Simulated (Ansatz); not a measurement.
# FH₅SSi (SMILES S.[SiH3]F): a short trajectory

The task is to watch the atoms for 80 steps of 0.25 fs, started with velocities for 200 K and run at constant energy.

Computed with Ansatz 0.2.0, Gaussian basis. Level: PBE0-D4/def2-SVPD.

## (1) The starting structure

The start, a pair relaxed at PBE0-D4: SMILES `S.[SiH3]F`, 8 atoms, charge 0, spin multiplicity 1.

Atoms are counted from 1 here; the program's logs count them from 0.

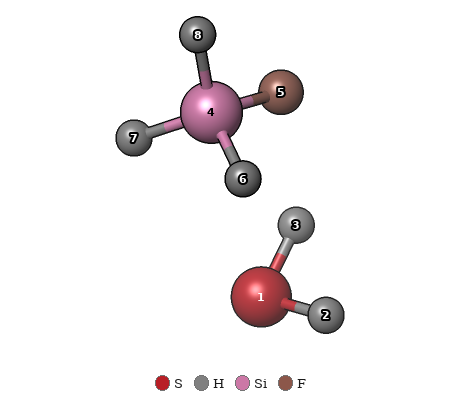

As it starts; sulfur red, hydrogen grey, silicon pink, fluorine brown; atoms are numbered from 1 in the order of the file.

As a file:

```mol
FH5SSi
  3D, bonds by distance, orders not assigned

  8  6  0  0  0  0  0  0  0  0999 V2000
    0.2520   -0.5351   -2.3403 S   0  0
    0.9539    0.6042   -2.4355 H   0  0
   -0.8493    0.1150   -1.9335 H   0  0
   -0.0371   -0.0626    1.3557 Si  0  0
   -1.1722    0.7320    0.5446 F   0  0
    1.2888    0.4465    0.9384 H   0  0
   -0.1740   -1.5087    1.0741 H   0  0
   -0.2620    0.2086    2.7965 H   0  0
  1  2  8  0
  1  3  8  0
  4  5  8  0
  4  6  8  0
  4  7  8  0
  4  8  8  0
M  END
```

## (2) The run

Contents of md/in.yaml:

```yaml
crystal:
  periodic: [false, false, false]
  atoms:
    - {symbol: S, position_ang: [0.251993, -0.535139, -2.340267]}
    - {symbol: H, position_ang: [0.953860, 0.604228, -2.435533]}
    - {symbol: H, position_ang: [-0.849329, 0.115050, -1.933452]}
    - {symbol: Si, position_ang: [-0.037067, -0.062551, 1.355650]}
    - {symbol: F, position_ang: [-1.172200, 0.731989, 0.544559]}
    - {symbol: H, position_ang: [1.288782, 0.446528, 0.938400]}
    - {symbol: H, position_ang: [-0.174000, -1.508701, 1.074140]}
    - {symbol: H, position_ang: [-0.262042, 0.208597, 2.796501]}
basis:
  gaussian: {orbitals: def2-SVPD}
hamiltonian: {xc: pbe0, dispersion: d4}
md: {n_steps: 80, timestep: 0.25, temperature: 200, ensemble: nve, seed: 725, initial_velocities: maxwell_boltzmann}
```

Launch:

```bash
ansatz run in.yaml --threads 4 --pin off --events-out ev --progress --plain --max-ram 9574MiB
```

Standard output:

```text
Functional definition: PBE0
  name "PBE0"
  cite "Adamo & Barone, J. Chem. Phys. 110, 6158 (1999) doi:10.1063/1.478522"
  cite "Perdew, Burke & Ernzerhof, Phys. Rev. Lett. 77, 3865 (1996) doi:10.1103/PhysRevLett.77.3865"
  parent pbe
  parameter a = 0.25
  parameter kappa = 0.804
  parameter beta = 0.06672455060314922
  exchange = (1 - a)*pbe_x(kappa = kappa, mu = beta*pi^2/3) + a*exact_x
  correlation = pbe_c(beta = beta)
1025 factors; their error is unknown
mean field evaluation 1: about -21493.2542 eV, gradient 3.0e1 eV
mean field evaluation 2: about -21491.6068 eV, gradient 4.6e1 eV
mean field evaluation 4: about -21494.8044 eV, gradient 9.1e-1 eV
mean field evaluation 8: about -21494.9742 eV, gradient 1.1e-1 eV
mean field -21494.97422515 eV, -789.9257329574 hartree, gradient 3.1e-5 eV, S^2 0.000000; 0 other end points of the search recorded, 0 dependent functions left out
the calculation of the forces begins
reference -21494.97427052 eV, -789.9257346248 hartree; 22, 22 occupied and 92, 92 virtual orbitals, 1025 factors
md step     0: t =     0.00 fs  T =   200.0 K  F+E_penalty+E_count = -21495.07298613 eV  E_kin = 0.155112 eV  conserved = -21494.91787413 eV  (24 SCF iters)
[... from here on, the SCF cycles and remarks between the steps are left out ...]
md step     1: t =     0.25 fs  T =   201.3 K  F+E_penalty+E_count = -21495.07396024 eV  E_kin = 0.156090 eV  conserved = -21494.91787066 eV  (28 SCF iters)
md step     2: t =     0.50 fs  T =   201.3 K  F+E_penalty+E_count = -21495.07396879 eV  E_kin = 0.156105 eV  conserved = -21494.91786385 eV  (28 SCF iters)
md step     3: t =     0.75 fs  T =   200.2 K  F+E_penalty+E_count = -21495.07311574 eV  E_kin = 0.155261 eV  conserved = -21494.91785453 eV  (28 SCF iters)
md step     4: t =     1.00 fs  T =   198.2 K  F+E_penalty+E_count = -21495.07154707 eV  E_kin = 0.153704 eV  conserved = -21494.91784320 eV  (28 SCF iters)
md step     5: t =     1.25 fs  T =   195.5 K  F+E_penalty+E_count = -21495.06944043 eV  E_kin = 0.151610 eV  conserved = -21494.91783073 eV  (28 SCF iters)
md step     6: t =     1.50 fs  T =   192.3 K  F+E_penalty+E_count = -21495.06699218 eV  E_kin = 0.149174 eV  conserved = -21494.91781857 eV  (28 SCF iters)
md step     7: t =     1.75 fs  T =   189.0 K  F+E_penalty+E_count = -21495.06440094 eV  E_kin = 0.146594 eV  conserved = -21494.91780656 eV  (28 SCF iters)
md step     8: t =     2.00 fs  T =   185.8 K  F+E_penalty+E_count = -21495.06185638 eV  E_kin = 0.144060 eV  conserved = -21494.91779606 eV  (28 SCF iters)
md step     9: t =     2.25 fs  T =   182.8 K  F+E_penalty+E_count = -21495.05952409 eV  E_kin = 0.141736 eV  conserved = -21494.91778775 eV  (28 SCF iters)
md step    10: t =     2.50 fs  T =   180.2 K  F+E_penalty+E_count = -21495.05753551 eV  E_kin = 0.139753 eV  conserved = -21494.91778206 eV  (28 SCF iters)
md step    11: t =     2.75 fs  T =   178.2 K  F+E_penalty+E_count = -21495.05598069 eV  E_kin = 0.138201 eV  conserved = -21494.91777925 eV  (29 SCF iters)
md step    12: t =     3.00 fs  T =   176.8 K  F+E_penalty+E_count = -21495.05490484 eV  E_kin = 0.137126 eV  conserved = -21494.91777923 eV  (29 SCF iters)
md step    13: t =     3.25 fs  T =   176.0 K  F+E_penalty+E_count = -21495.05430875 eV  E_kin = 0.136527 eV  conserved = -21494.91778152 eV  (29 SCF iters)
md step    14: t =     3.50 fs  T =   175.8 K  F+E_penalty+E_count = -21495.05415385 eV  E_kin = 0.136368 eV  conserved = -21494.91778611 eV  (29 SCF iters)
md step    15: t =     3.75 fs  T =   176.1 K  F+E_penalty+E_count = -21495.05436844 eV  E_kin = 0.136576 eV  conserved = -21494.91779266 eV  (29 SCF iters)
md step    16: t =     4.00 fs  T =   176.7 K  F+E_penalty+E_count = -21495.05485553 eV  E_kin = 0.137056 eV  conserved = -21494.91779931 eV  (29 SCF iters)
md step    17: t =     4.25 fs  T =   177.5 K  F+E_penalty+E_count = -21495.05550653 eV  E_kin = 0.137700 eV  conserved = -21494.91780644 eV  (25 SCF iters)
md step    18: t =     4.50 fs  T =   178.4 K  F+E_penalty+E_count = -21495.05620754 eV  E_kin = 0.138394 eV  conserved = -21494.91781324 eV  (29 SCF iters)
md step    19: t =     4.75 fs  T =   179.3 K  F+E_penalty+E_count = -21495.05684971 eV  E_kin = 0.139030 eV  conserved = -21494.91781928 eV  (29 SCF iters)
md step    20: t =     5.00 fs  T =   179.9 K  F+E_penalty+E_count = -21495.05733582 eV  E_kin = 0.139512 eV  conserved = -21494.91782404 eV  (29 SCF iters)
md step    21: t =     5.25 fs  T =   180.2 K  F+E_penalty+E_count = -21495.05758613 eV  E_kin = 0.139758 eV  conserved = -21494.91782771 eV  (29 SCF iters)
md step    22: t =     5.50 fs  T =   180.1 K  F+E_penalty+E_count = -21495.05753972 eV  E_kin = 0.139710 eV  conserved = -21494.91782963 eV  (29 SCF iters)
md step    23: t =     5.75 fs  T =   179.6 K  F+E_penalty+E_count = -21495.05715789 eV  E_kin = 0.139327 eV  conserved = -21494.91783074 eV  (29 SCF iters)
md step    24: t =     6.00 fs  T =   178.7 K  F+E_penalty+E_count = -21495.05642062 eV  E_kin = 0.138590 eV  conserved = -21494.91783075 eV  (29 SCF iters)
md step    25: t =     6.25 fs  T =   177.3 K  F+E_penalty+E_count = -21495.05532625 eV  E_kin = 0.137496 eV  conserved = -21494.91782984 eV  (28 SCF iters)
md step    26: t =     6.50 fs  T =   175.4 K  F+E_penalty+E_count = -21495.05388829 eV  E_kin = 0.136060 eV  conserved = -21494.91782821 eV  (28 SCF iters)
md step    27: t =     6.75 fs  T =   173.2 K  F+E_penalty+E_count = -21495.05213227 eV  E_kin = 0.134306 eV  conserved = -21494.91782607 eV  (28 SCF iters)
md step    28: t =     7.00 fs  T =   170.5 K  F+E_penalty+E_count = -21495.05009261 eV  E_kin = 0.132269 eV  conserved = -21494.91782359 eV  (28 SCF iters)
md step    29: t =     7.25 fs  T =   167.6 K  F+E_penalty+E_count = -21495.04780929 eV  E_kin = 0.129989 eV  conserved = -21494.91782041 eV  (28 SCF iters)
md step    30: t =     7.50 fs  T =   164.4 K  F+E_penalty+E_count = -21495.04532760 eV  E_kin = 0.127510 eV  conserved = -21494.91781762 eV  (28 SCF iters)
md step    31: t =     7.75 fs  T =   161.0 K  F+E_penalty+E_count = -21495.04269336 eV  E_kin = 0.124879 eV  conserved = -21494.91781481 eV  (28 SCF iters)
md step    32: t =     8.00 fs  T =   157.5 K  F+E_penalty+E_count = -21495.03995366 eV  E_kin = 0.122142 eV  conserved = -21494.91781200 eV  (28 SCF iters)
md step    33: t =     8.25 fs  T =   153.9 K  F+E_penalty+E_count = -21495.03715567 eV  E_kin = 0.119346 eV  conserved = -21494.91780921 eV  (28 SCF iters)
md step    34: t =     8.50 fs  T =   150.3 K  F+E_penalty+E_count = -21495.03434613 eV  E_kin = 0.116540 eV  conserved = -21494.91780646 eV  (28 SCF iters)
md step    35: t =     8.75 fs  T =   146.7 K  F+E_penalty+E_count = -21495.03157106 eV  E_kin = 0.113767 eV  conserved = -21494.91780376 eV  (25 SCF iters)
md step    36: t =     9.00 fs  T =   143.2 K  F+E_penalty+E_count = -21495.02887541 eV  E_kin = 0.111074 eV  conserved = -21494.91780113 eV  (28 SCF iters)
md step    37: t =     9.25 fs  T =   139.9 K  F+E_penalty+E_count = -21495.02630232 eV  E_kin = 0.108504 eV  conserved = -21494.91779854 eV  (28 SCF iters)
md step    38: t =     9.50 fs  T =   136.8 K  F+E_penalty+E_count = -21495.02389268 eV  E_kin = 0.106096 eV  conserved = -21494.91779626 eV  (28 SCF iters)
md step    39: t =     9.75 fs  T =   134.0 K  F+E_penalty+E_count = -21495.02168342 eV  E_kin = 0.103889 eV  conserved = -21494.91779431 eV  (28 SCF iters)
md step    40: t =    10.00 fs  T =   131.4 K  F+E_penalty+E_count = -21495.01970632 eV  E_kin = 0.101914 eV  conserved = -21494.91779274 eV  (28 SCF iters)
md step    41: t =    10.25 fs  T =   129.2 K  F+E_penalty+E_count = -21495.01798650 eV  E_kin = 0.100195 eV  conserved = -21494.91779168 eV  (28 SCF iters)
md step    42: t =    10.50 fs  T =   127.3 K  F+E_penalty+E_count = -21495.01654090 eV  E_kin = 0.098750 eV  conserved = -21494.91779120 eV  (28 SCF iters)
md step    43: t =    10.75 fs  T =   125.8 K  F+E_penalty+E_count = -21495.01537722 eV  E_kin = 0.097586 eV  conserved = -21494.91779135 eV  (28 SCF iters)
md step    44: t =    11.00 fs  T =   124.7 K  F+E_penalty+E_count = -21495.01449339 eV  E_kin = 0.096701 eV  conserved = -21494.91779211 eV  (28 SCF iters)
md step    45: t =    11.25 fs  T =   123.9 K  F+E_penalty+E_count = -21495.01387797 eV  E_kin = 0.096085 eV  conserved = -21494.91779340 eV  (28 SCF iters)
md step    46: t =    11.50 fs  T =   123.4 K  F+E_penalty+E_count = -21495.01351140 eV  E_kin = 0.095716 eV  conserved = -21494.91779509 eV  (28 SCF iters)
md step    47: t =    11.75 fs  T =   123.2 K  F+E_penalty+E_count = -21495.01336822 eV  E_kin = 0.095571 eV  conserved = -21494.91779699 eV  (28 SCF iters)
md step    48: t =    12.00 fs  T =   123.3 K  F+E_penalty+E_count = -21495.01342001 eV  E_kin = 0.095621 eV  conserved = -21494.91779887 eV  (28 SCF iters)
md step    49: t =    12.25 fs  T =   123.6 K  F+E_penalty+E_count = -21495.01363885 eV  E_kin = 0.095838 eV  conserved = -21494.91780069 eV  (28 SCF iters)
md step    50: t =    12.50 fs  T =   124.0 K  F+E_penalty+E_count = -21495.01399991 eV  E_kin = 0.096198 eV  conserved = -21494.91780190 eV  (28 SCF iters)
md step    51: t =    12.75 fs  T =   124.7 K  F+E_penalty+E_count = -21495.01448518 eV  E_kin = 0.096683 eV  conserved = -21494.91780263 eV  (28 SCF iters)
md step    52: t =    13.00 fs  T =   125.4 K  F+E_penalty+E_count = -21495.01508422 eV  E_kin = 0.097281 eV  conserved = -21494.91780282 eV  (28 SCF iters)
md step    53: t =    13.25 fs  T =   126.3 K  F+E_penalty+E_count = -21495.01579450 eV  E_kin = 0.097992 eV  conserved = -21494.91780259 eV  (24 SCF iters)
md step    54: t =    13.50 fs  T =   127.4 K  F+E_penalty+E_count = -21495.01661977 eV  E_kin = 0.098818 eV  conserved = -21494.91780209 eV  (28 SCF iters)
md step    55: t =    13.75 fs  T =   128.6 K  F+E_penalty+E_count = -21495.01756711 eV  E_kin = 0.099765 eV  conserved = -21494.91780162 eV  (28 SCF iters)
md step    56: t =    14.00 fs  T =   130.0 K  F+E_penalty+E_count = -21495.01864264 eV  E_kin = 0.100841 eV  conserved = -21494.91780148 eV  (28 SCF iters)
md step    57: t =    14.25 fs  T =   131.6 K  F+E_penalty+E_count = -21495.01984687 eV  E_kin = 0.102045 eV  conserved = -21494.91780201 eV  (28 SCF iters)
md step    58: t =    14.50 fs  T =   133.3 K  F+E_penalty+E_count = -21495.02117007 eV  E_kin = 0.103367 eV  conserved = -21494.91780331 eV  (28 SCF iters)
md step    59: t =    14.75 fs  T =   135.1 K  F+E_penalty+E_count = -21495.02258925 eV  E_kin = 0.104784 eV  conserved = -21494.91780558 eV  (28 SCF iters)
md step    60: t =    15.00 fs  T =   137.0 K  F+E_penalty+E_count = -21495.02406623 eV  E_kin = 0.106257 eV  conserved = -21494.91780877 eV  (28 SCF iters)
md step    61: t =    15.25 fs  T =   138.9 K  F+E_penalty+E_count = -21495.02554817 eV  E_kin = 0.107736 eV  conserved = -21494.91781266 eV  (28 SCF iters)
md step    62: t =    15.50 fs  T =   140.7 K  F+E_penalty+E_count = -21495.02697055 eV  E_kin = 0.109153 eV  conserved = -21494.91781708 eV  (28 SCF iters)
md step    63: t =    15.75 fs  T =   142.4 K  F+E_penalty+E_count = -21495.02826152 eV  E_kin = 0.110440 eV  conserved = -21494.91782156 eV  (28 SCF iters)
md step    64: t =    16.00 fs  T =   143.8 K  F+E_penalty+E_count = -21495.02934835 eV  E_kin = 0.111523 eV  conserved = -21494.91782567 eV  (28 SCF iters)
md step    65: t =    16.25 fs  T =   144.8 K  F+E_penalty+E_count = -21495.03016423 eV  E_kin = 0.112335 eV  conserved = -21494.91782898 eV  (28 SCF iters)
md step    66: t =    16.50 fs  T =   145.5 K  F+E_penalty+E_count = -21495.03065550 eV  E_kin = 0.112824 eV  conserved = -21494.91783158 eV  (28 SCF iters)
md step    67: t =    16.75 fs  T =   145.6 K  F+E_penalty+E_count = -21495.03078568 eV  E_kin = 0.112953 eV  conserved = -21494.91783227 eV  (28 SCF iters)
md step    68: t =    17.00 fs  T =   145.3 K  F+E_penalty+E_count = -21495.03054262 eV  E_kin = 0.112711 eV  conserved = -21494.91783140 eV  (28 SCF iters)
md step    69: t =    17.25 fs  T =   144.6 K  F+E_penalty+E_count = -21495.02993868 eV  E_kin = 0.112110 eV  conserved = -21494.91782874 eV  (28 SCF iters)
md step    70: t =    17.50 fs  T =   143.4 K  F+E_penalty+E_count = -21495.02901232 eV  E_kin = 0.111188 eV  conserved = -21494.91782476 eV  (28 SCF iters)
md step    71: t =    17.75 fs  T =   141.8 K  F+E_penalty+E_count = -21495.02782520 eV  E_kin = 0.110006 eV  conserved = -21494.91781951 eV  (25 SCF iters)
md step    72: t =    18.00 fs  T =   140.1 K  F+E_penalty+E_count = -21495.02645984 eV  E_kin = 0.108646 eV  conserved = -21494.91781389 eV  (28 SCF iters)
md step    73: t =    18.25 fs  T =   138.2 K  F+E_penalty+E_count = -21495.02501229 eV  E_kin = 0.107205 eV  conserved = -21494.91780716 eV  (28 SCF iters)
md step    74: t =    18.50 fs  T =   136.4 K  F+E_penalty+E_count = -21495.02358932 eV  E_kin = 0.105789 eV  conserved = -21494.91780024 eV  (28 SCF iters)
md step    75: t =    18.75 fs  T =   134.7 K  F+E_penalty+E_count = -21495.02230006 eV  E_kin = 0.104506 eV  conserved = -21494.91779361 eV  (28 SCF iters)
md step    76: t =    19.00 fs  T =   133.4 K  F+E_penalty+E_count = -21495.02124964 eV  E_kin = 0.103462 eV  conserved = -21494.91778759 eV  (28 SCF iters)
md step    77: t =    19.25 fs  T =   132.5 K  F+E_penalty+E_count = -21495.02053335 eV  E_kin = 0.102751 eV  conserved = -21494.91778260 eV  (28 SCF iters)
md step    78: t =    19.50 fs  T =   132.1 K  F+E_penalty+E_count = -21495.02023083 eV  E_kin = 0.102452 eV  conserved = -21494.91777889 eV  (28 SCF iters)
md step    79: t =    19.75 fs  T =   132.3 K  F+E_penalty+E_count = -21495.02040147 eV  E_kin = 0.102625 eV  conserved = -21494.91777669 eV  (28 SCF iters)
md step    80: t =    20.00 fs  T =   133.2 K  F+E_penalty+E_count = -21495.02108073 eV  E_kin = 0.103305 eV  conserved = -21494.91777614 eV  (25 SCF iters)
Total energy: -21495.02112603 eV, -789.9274565330 hartree
Atom 0 at     0.258063    -0.521775    -2.338184 Å, force     0.077131     0.779702    -0.093233 eV/Å
Atom 1 at     0.669664     0.786644    -2.509814 Å, force    -0.230540    -0.764518     0.121417 eV/Å
Atom 2 at    -1.014140    -0.136947    -2.067751 Å, force     0.158413    -0.043378    -0.004069 eV/Å
Atom 3 at    -0.024188    -0.087036     1.395352 Å, force    -0.722999     0.189453    -0.411924 eV/Å
Atom 4 at    -1.179169     0.751856     0.485449 Å, force     0.796443    -0.665087     0.733997 eV/Å
Atom 5 at     1.315934     0.274017     0.865934 Å, force    -0.021478    -0.033881    -0.042421 eV/Å
Atom 6 at    -0.298138    -1.585156     1.276180 Å, force     0.056112     0.727968     0.053000 eV/Å
Atom 7 at    -0.136595     0.409820     2.817160 Å, force    -0.113082    -0.190260    -0.356766 eV/Å
Dipole moment:     0.151545     0.003823     0.176223 e Å
```

It took 74 s on 4 threads of AMD EPYC 7R43, shared host.

## (3) Frames and traces

One row in 5 steps:

| time (fs) | T (K) | potential (meV) | potential + kinetic (meV) | Si4–F5 (Å) | Si4–H7 (Å) | S1–H2 (Å) |
| --- | --- | --- | --- | --- | --- | --- |
| 0.00 | 200 | 0.0 | 0.0 | 1.606 | 1.480 | 1.342 |
| 1.25 | 195 | 3.5 | 0.0 | 1.612 | 1.504 | 1.325 |
| 2.50 | 180 | 15.4 | 0.1 | 1.621 | 1.523 | 1.319 |
| 3.75 | 176 | 18.6 | 0.1 | 1.630 | 1.534 | 1.327 |
| 5.00 | 180 | 15.6 | 0.0 | 1.641 | 1.532 | 1.345 |
| 6.25 | 177 | 17.7 | 0.0 | 1.651 | 1.520 | 1.365 |
| 7.50 | 164 | 27.7 | 0.1 | 1.662 | 1.499 | 1.380 |
| 8.75 | 147 | 41.4 | 0.1 | 1.672 | 1.475 | 1.384 |
| 10.00 | 131 | 53.3 | 0.1 | 1.681 | 1.455 | 1.375 |
| 11.25 | 124 | 59.1 | 0.1 | 1.689 | 1.445 | 1.357 |
| 12.50 | 124 | 59.0 | 0.1 | 1.695 | 1.448 | 1.337 |
| 13.75 | 129 | 55.4 | 0.1 | 1.699 | 1.463 | 1.322 |
| 15.00 | 137 | 48.9 | 0.1 | 1.702 | 1.485 | 1.319 |
| 16.25 | 145 | 42.8 | 0.0 | 1.702 | 1.507 | 1.330 |
| 17.50 | 143 | 44.0 | 0.0 | 1.701 | 1.525 | 1.350 |
| 18.75 | 135 | 50.7 | 0.1 | 1.698 | 1.532 | 1.370 |
| 20.00 | 133 | 51.9 | 0.1 | 1.693 | 1.528 | 1.382 |

Energies count from the start.

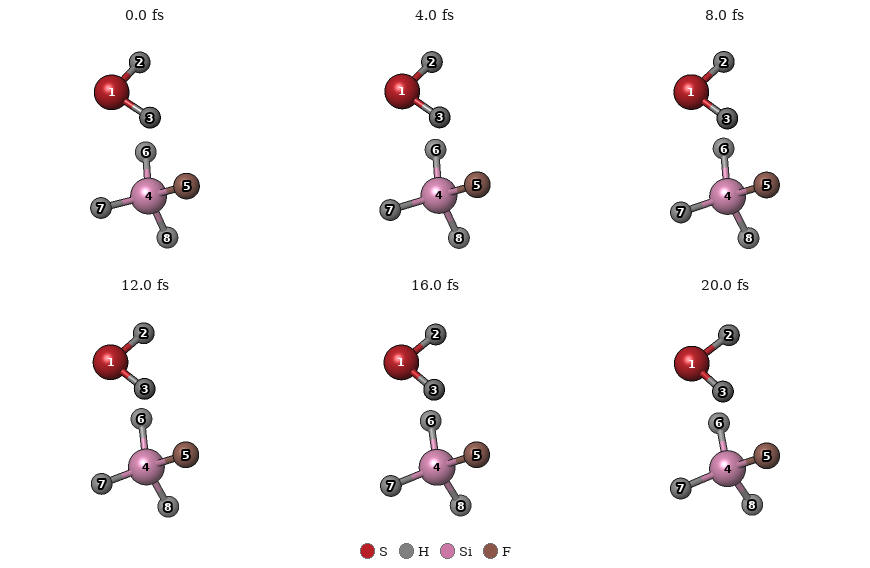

Six frames.

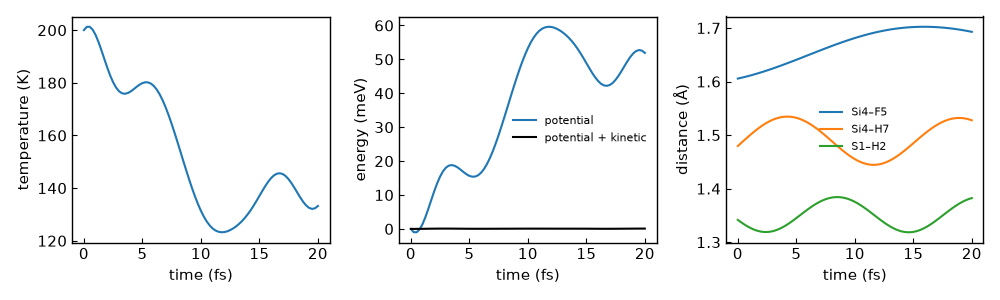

Temperature, energies and the distances followed.

Positions (Å) and forces (eV/Å) at 8.00 fs:

```xyz
8

S     0.255   -0.531   -2.339    0.214    0.774   -0.064
H     0.854    0.708   -2.473   -0.364   -0.738    0.090
H    -0.936    0.021   -1.995    0.154   -0.053   -0.012
Si   -0.023   -0.077    1.381   -0.404    0.256   -0.636
F    -1.181    0.748    0.512    0.175   -0.276    0.304
H     1.261    0.406    0.775   -0.080   -0.135    0.440
H    -0.238   -1.537    1.182    0.066    0.038   -0.071
H    -0.292    0.240    2.814    0.239    0.134   -0.052
```

Positions (Å) and forces (eV/Å) at 20.00 fs:

```xyz
8

S     0.258   -0.522   -2.338    0.077    0.780   -0.093
H     0.670    0.787   -2.510   -0.231   -0.765    0.121
H    -1.014   -0.137   -2.068    0.158   -0.043   -0.004
Si   -0.024   -0.087    1.395   -0.723    0.189   -0.412
F    -1.179    0.752    0.485    0.796   -0.665    0.734
H     1.316    0.274    0.866   -0.021   -0.034   -0.042
H    -0.298   -1.585    1.276    0.056    0.728    0.053
H    -0.137    0.410    2.817   -0.113   -0.190   -0.357
```

## (4) Summary of results

| quantity | value |
| --- | --- |
| length | 80 steps, 20.0 fs |
| temperature at the start | 200 K |
| mean temperature, second half | 133 K |
| lowest and highest potential energy, from the first frame | -1 and 60 meV |
| largest change of potential + kinetic | 0.1 meV |

**Reading.** With no thermostat the total energy should stay fixed; it holds within 0.1 meV, small beside the kinetic energy, so the time step serves. The instant temperature ranges from 123 to 201 K, as energy passes between motion and strain. The bonding pattern stays as it was.
